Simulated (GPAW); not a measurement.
# Calculation of the molecule and its ions, with input and output: C$_{2}$H$_{2}$NO

The run: calculation of the molecule and its ions of C$_{2}$H$_{2}$NO, multiplicity 2, SMILES [N]=CC=O. Method and program: revPBE/real-space grid, UKS, scalar-relativistic datasets (GPAW 26.7.0).

The geometry comes from this level: GFN2-xTB.

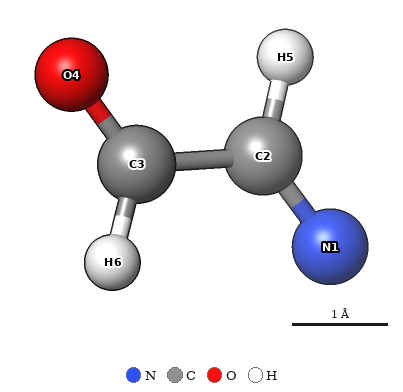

Fig. 1: The input geometry (ball-and-stick view, seen at a tilt; atoms are numbered from 1 in the order of the input). Bond lengths as drawn: C–C 1.52 Å, C–H 1.10 Å, C–N 1.22 Å and C–O 1.19 Å.

### Input file (run.py)
```python
from ase.io import read
from gpaw import GPAW

molecule = read("run.xyz")
molecule.center(vacuum=4.5)

energies = {}
for name, charge, unpaired in [("neutral", 0, 1), ("oxidised", 1, 0)]:
    molecule.set_initial_magnetic_moments([unpaired / len(molecule)] * len(molecule))
    calculator = GPAW(mode="fd",
                      occupations={"name": "fermi-dirac", "width": 0.01, "fixmagmom": unpaired > 0},
                      xc="revPBE",
                      symmetry="off",
                      maxiter=100,
                      h=0.25,
                      charge=charge,
                      txt=f'{name}.txt')
    molecule.calc = calculator
    energies[name] = molecule.get_potential_energy()
    print(f'{name:10} {energies[name]:12.5f} eV')

ip = energies["oxidised"] - energies["neutral"]
print(f"Vertical IP             {ip:.3f} eV")
```

### File run.xyz
```
6

N     -1.294100     0.916140    -0.771850
C     -0.224680     0.687070    -0.236310
C      0.226200    -0.686780     0.236000
O      1.269530    -0.889420     0.771120
H      0.542970     1.441260    -0.026420
H     -0.519920    -1.468270     0.027450
```

Command:
```bash
python3 run.py
```

### Output
```
neutral       -37.28101 eV
oxidised      -27.51373 eV
Vertical IP             9.767 eV
```

### Results in brief

| quantity | value |
| --- | --- |
| outcome | converged |
| ionisation energy | 9.77 eV |
| hardware | 1 thread of Arm Neoverse V1, 24 GiB of memory available, shared host |
| wall time | 29 s |
| peak memory | 0.41 GiB |

On so coarse a grid the energy depends on the position of the molecule, which gives spurious forces.
